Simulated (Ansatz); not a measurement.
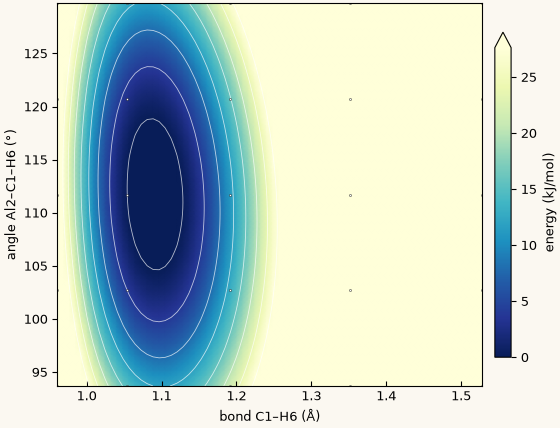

CH₅AlO₂, SMILES [CH3][Al]([OH])[OH]. Two internal coordinates are moved rigidly from the geometry relaxed at PBE0-D4/def2-TZVP, all others fixed. Coordinates scanned: (1) bond C1–H6; (2) angle Al2–C1–H6. The scan uses a 5 × 5 grid. Points are written as (first, second). Energies are in kJ/mol, from the lowest grid point. Method: RKS r2SCAN-D4/def2-TZVPP in Ansatz.

Drawn: a smooth colour map with a few white contour lines, dots at the grid points, one colour for all values above the top of the scale. Between grid points the surface is interpolated.

Estimate the position of the minimum and the force constants in these coordinates.

Answer. The interpolated minimum is at bond C1–H6 ≈ 1.092 Å, angle Al2–C1–H6 ≈ 111.7°. The curvatures there are about 35 eV/Å² and 2.9 eV/rad², with a cross term of about 0.9 eV/(Å·rad). Round the minimum the two coordinates are weakly coupled (coupling 0.09 in units of the two stiffnesses). (1 eV is 96.5 kJ/mol.)
